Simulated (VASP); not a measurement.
Band structure of TeSe₂ (space group C2). Level of theory: r2SCAN meta-GGA with spin-orbit coupling, VASP's PBE PAW potentials (set 64) (plane waves; VASP 6.6.1).

The path is coarsely sampled, so an indirect gap can come out somewhat too large.

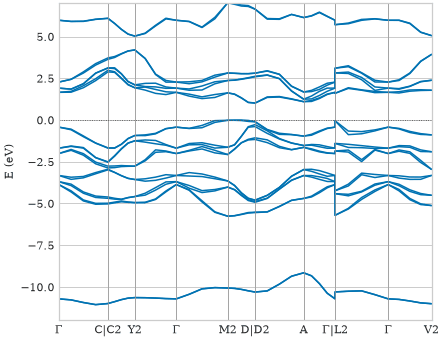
*Bands along high-symmetry lines, zero at the valence-band maximum or, without a gap, the Fermi level*

Q: Read the plot: is there a gap, and where are the band edges?

A: The gap is indirect, 1.01 eV, from the valence maximum at M2-D at 0.50 to the conduction minimum at D.

The structure comes from a computed database's TeSe2 entry (C2); how it stands against other phases isn't given here. It was relaxed first.
